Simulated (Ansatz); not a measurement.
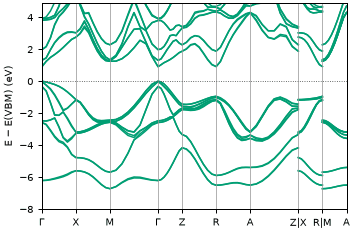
Fig. 1. Band structure from PBEsol with spin–orbit coupling (plane waves, PAW; program Ansatz)

Q: Read off the gap and where the band edges lie.

A: About 0.9 eV (0.91 eV by a search for the band edges); maximum at Γ, minimum at Γ.

The material is AlGaAs$_{2}$ in space group P-4m2 (No. 115; Ga on 1a, As on 2g, Al on 1c).

The start of the workflow was typed in or built on a structure type; neither database checked (COD, Materials Project) lists it. Whether it is the stable phase at ambient conditions was not checked. The cell was relaxed with PBEsol under the symmetry of its start; whether a distortion lowers the energy is not shown.

Potentials: the later of the program's two PAW sets.
